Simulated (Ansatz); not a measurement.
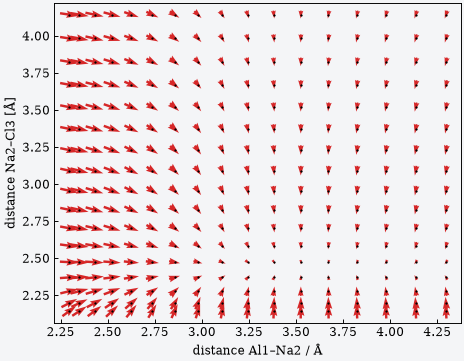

The system Al + NaCl, spin multiplicity 2. Coordinates scanned: (1) distance Al1–Na2; (2) distance Na2–Cl3. Nothing is relaxed (the angle Al1–Na2–Cl3 is fixed at 180 degrees). The grid has 17 × 17 points. Points are written as (first, second). Level of theory: UHF/def2-SVPD (Ansatz 0.2.0).

The picture shows dots at the grid points, arrows along the force (downhill), their lengths compressed.

### The arrows alone are given. Where is the energy lowest?

The arrows converge at about (3.551 Å, 2.426 Å) (read from the interpolated surface).

The energy map of the same scan:

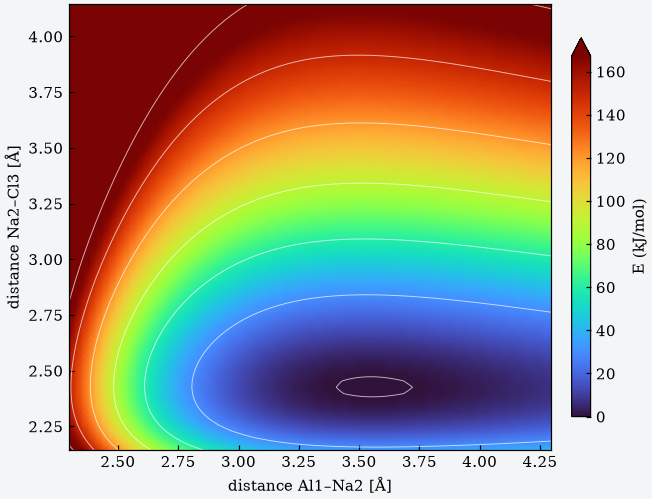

Energies are in kJ/mol, from the lowest grid point; between grid points the surface is interpolated.
